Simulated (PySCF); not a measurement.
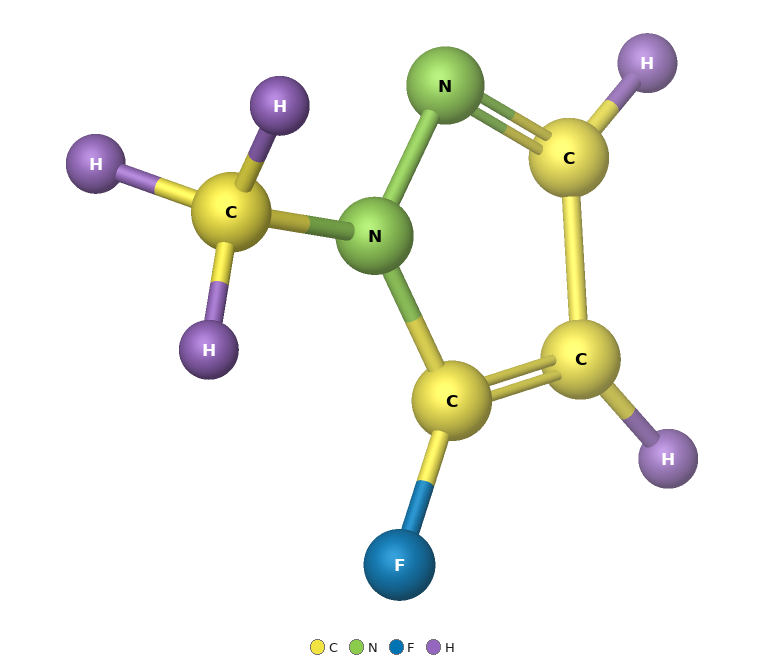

Computed geometry: PBE0-D3(BJ)/def2-SVP optimisation. No frequency run is at hand to confirm it as a minimum.

What does the picture show?

The molecule is C₄H₅FN₂. Its SMILES string is `Cn1nccc1F`. Independent rings (smallest set): 1 of 5 members, 1 of them aromatic. Among its groups: C–F bond. Coordination: 1 C tetrahedral; 1 N trigonal planar; 1 N bent; 3 C trigonal planar.

The parts below concern this one geometry. Atoms keep their numbers from picture to picture.

**Shape**

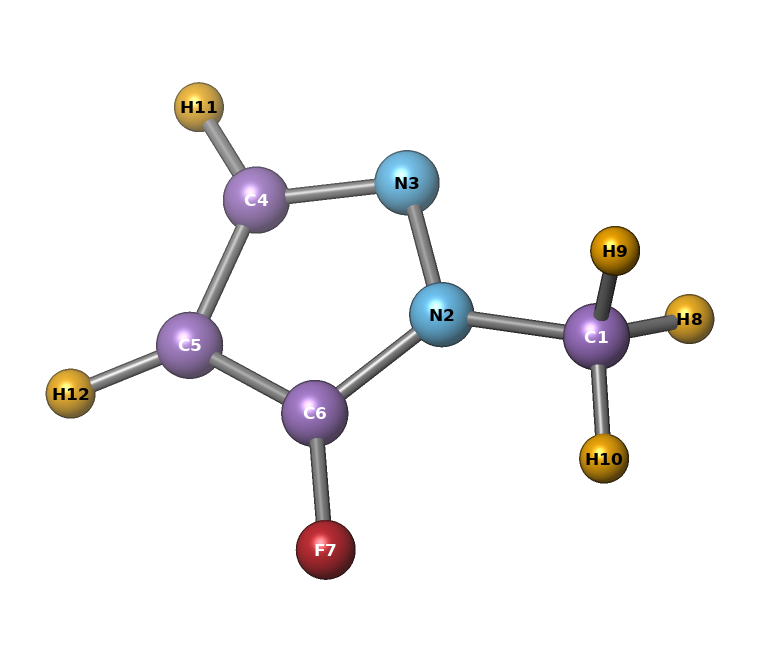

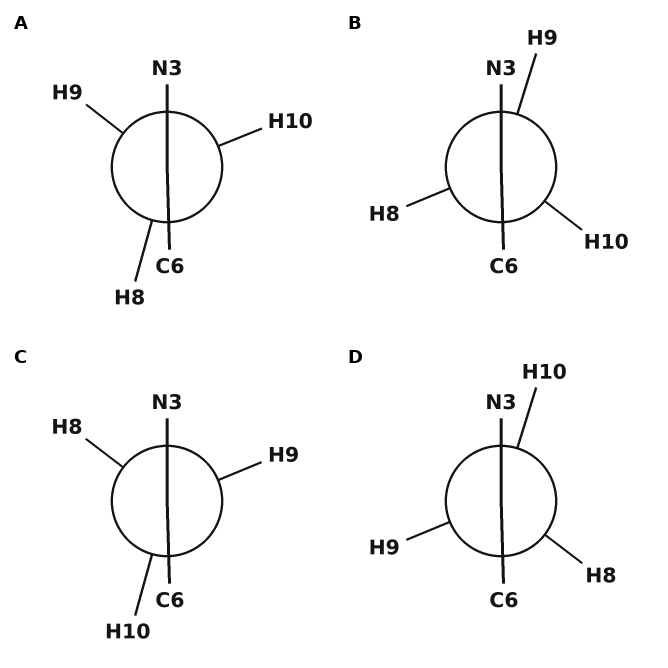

Distant atoms are faded towards the background colour. Bonds that would overlap in a projection are set slightly apart. No frequency run is at hand to confirm it as a minimum.

> Which Newman projection shows the view along N2–C1, with N2 in front?

C. The torsion angle N3–N2–C1–H8 is −52°, synclinal (gauche).

**Polarisability**

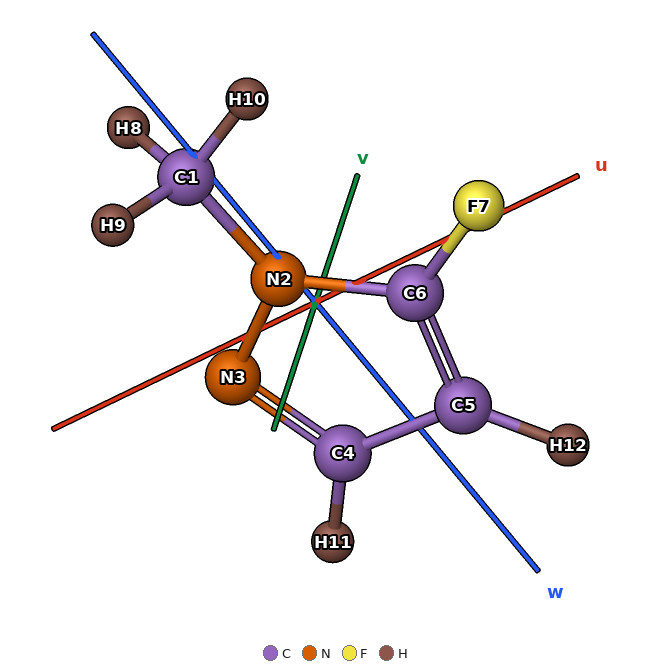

The lines u, v and w are the principal axes of the static dipole polarisability. No frequency run is at hand to confirm it as a minimum. Level of theory: ωB97X-D/def2-SVPD (PySCF 2.14.0).

> Along which axis is the molecule most polarisable, and along which least?

Most along w (nearly parallel to the C1–N2 bond), least along v.

> Give the three principal values.

u 62.8, v 41.7, w 74.7 bohr³; mean 59.8, anisotropy 29.0 bohr³.

**Excitation**

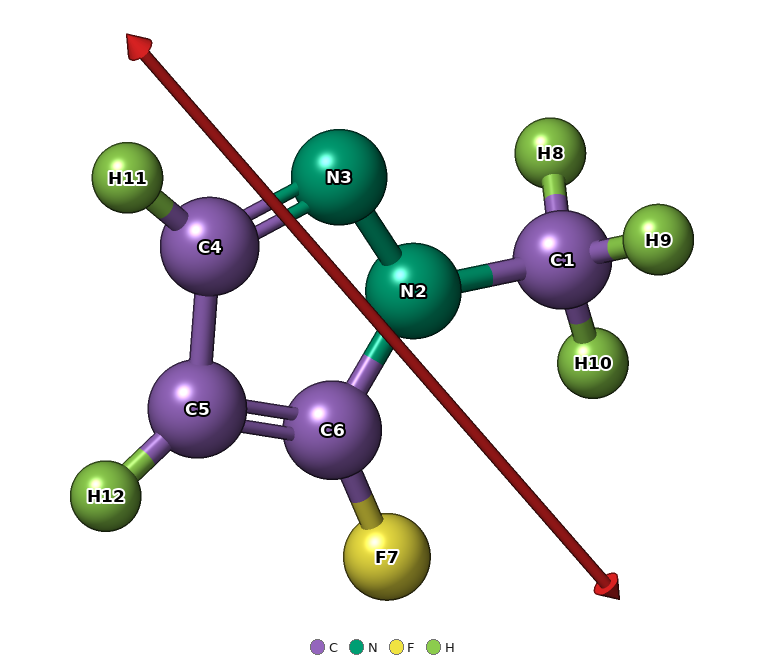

The double arrow shows the direction of the transition dipole to excited singlet state 1 (its length means nothing). No frequency run is at hand to confirm it as a minimum. Method: TDDFT ωB97X-D/def2-SVPD, vertical, gas phase, core orbitals frozen in the response (PySCF 2.14.0).

> How is the transition polarised?

Nearly parallel to the N2–N3 bond.

> Where does the transition lie, and how strong is it?

6.80 eV (182 nm), oscillator strength 0.081, of mixed character, with the largest part HOMO → LUMO (weight 0.34); transition dipole 1.77 D.

**Quadrupole coupling**

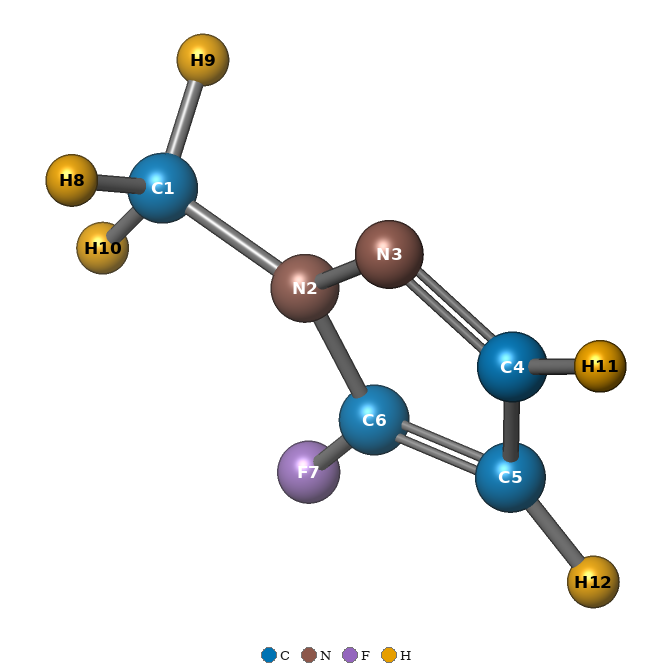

No frequency run is at hand to confirm it as a minimum. Electric field gradients from the ground-state density, PBE0/pcSseg-1 in chloroform (IEF-PCM) (PySCF 2.14.0), non-relativistic apart from any core potentials.

Give the largest field-gradient component, the quadrupole coupling constant and the asymmetry for 14N at N2 (Q = 20.44 mb), 14N at N3 (Q = 20.44 mb), 2H at H8 (Q = 2.86 mb), 2H at H9 (Q = 2.86 mb), 2H at H10 (Q = 2.86 mb), 2H at H11 (Q = 2.86 mb).

```json
{"atom": "N2", "V_zz (a.u.)": "−0.779", "e²qQ/h (MHz)": "−3.74", "η": "0.29"}
{"atom": "N3", "V_zz (a.u.)": "−0.937", "e²qQ/h (MHz)": "−4.50", "η": "0.85"}
{"atom": "H8", "V_zz (a.u.)": "0.286", "e²qQ/h (MHz)": "0.192", "η": "0.07"}
{"atom": "H9", "V_zz (a.u.)": "0.283", "e²qQ/h (MHz)": "0.190", "η": "0.07"}
{"atom": "H10", "V_zz (a.u.)": "0.285", "e²qQ/h (MHz)": "0.192", "η": "0.09"}
{"atom": "H11", "V_zz (a.u.)": "0.307", "e²qQ/h (MHz)": "0.207", "η": "0.07"}
```
